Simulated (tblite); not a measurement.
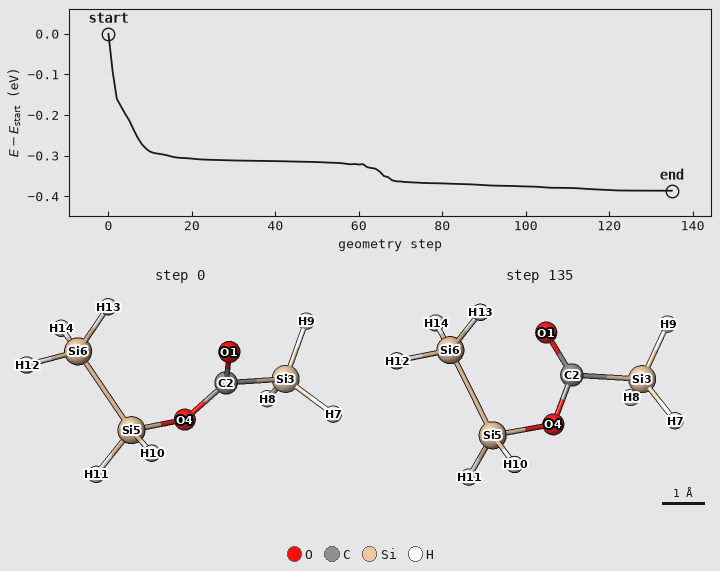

First and last geometry of a relaxation of CH₈O₂Si₃, with the history of the run. Style: ball-and-stick. Shown at a tilt.

All numbers below come from GFN2-xTB geometry optimisation, gas phase in tblite 0.8.0. 

Read the history and describe the run.

Answer. It converged. The atom that moves furthest after the best rigid fit is O1 (1.55 Å). Largest moves by element: O 1.55 Å, H 0.60 Å, C 0.49 Å, Si 0.30 Å. Some distances before and after: O1–Si6 3.643 → 2.637 Å, C2–O4 1.356 → 1.315 Å, Si6–H13 1.499 → 1.462 Å, Si5–H11 1.496 → 1.465 Å. Among the angles between lasting bonds that change: Si6–Si5–H11 108.7° → 120.4°, O4–Si5–H10 110.0° → 98.7°, O1–C2–Si3 116.3° → 125.2°. Groups turn about O4–Si5 by about 55°, C2–Si3 by about 55°. After 135 geometry steps the energy has fallen by 0.386 eV. The run took 0.76 s on 1 thread of Arm Neoverse V2, on a shared host.

```json
{"step": "0", "E − E(0), eV": "0.0000"}
{"step": "1", "E − E(0), eV": "-0.0926"}
{"step": "2", "E − E(0), eV": "-0.1600"}
{"step": "3", "E − E(0), eV": "-0.1784"}
{"step": "4", "E − E(0), eV": "-0.1968"}
{"step": "5", "E − E(0), eV": "-0.2135"}
{"step": "6", "E − E(0), eV": "-0.2355"}
{"step": "7", "E − E(0), eV": "-0.2556"}
{"step": "8", "E − E(0), eV": "-0.2717"}
{"step": "9", "E − E(0), eV": "-0.2826"}
{"step": "10", "E − E(0), eV": "-0.2902"}
{"step": "17", "E − E(0), eV": "-0.3051"}
{"step": "23", "E − E(0), eV": "-0.3096"}
{"step": "30", "E − E(0), eV": "-0.3117"}
{"step": "36", "E − E(0), eV": "-0.3127"}
{"step": "43", "E − E(0), eV": "-0.3141"}
{"step": "49", "E − E(0), eV": "-0.3153"}
{"step": "56", "E − E(0), eV": "-0.3185"}
{"step": "63", "E − E(0), eV": "-0.3302"}
{"step": "69", "E − E(0), eV": "-0.3631"}
{"step": "76", "E − E(0), eV": "-0.3673"}
{"step": "82", "E − E(0), eV": "-0.3693"}
{"step": "89", "E − E(0), eV": "-0.3719"}
{"step": "96", "E − E(0), eV": "-0.3741"}
{"step": "102", "E − E(0), eV": "-0.3761"}
{"step": "109", "E − E(0), eV": "-0.3792"}
{"step": "115", "E − E(0), eV": "-0.3820"}
{"step": "122", "E − E(0), eV": "-0.3855"}
{"step": "128", "E − E(0), eV": "-0.3859"}
{"step": "135", "E − E(0), eV": "-0.3862"}
```
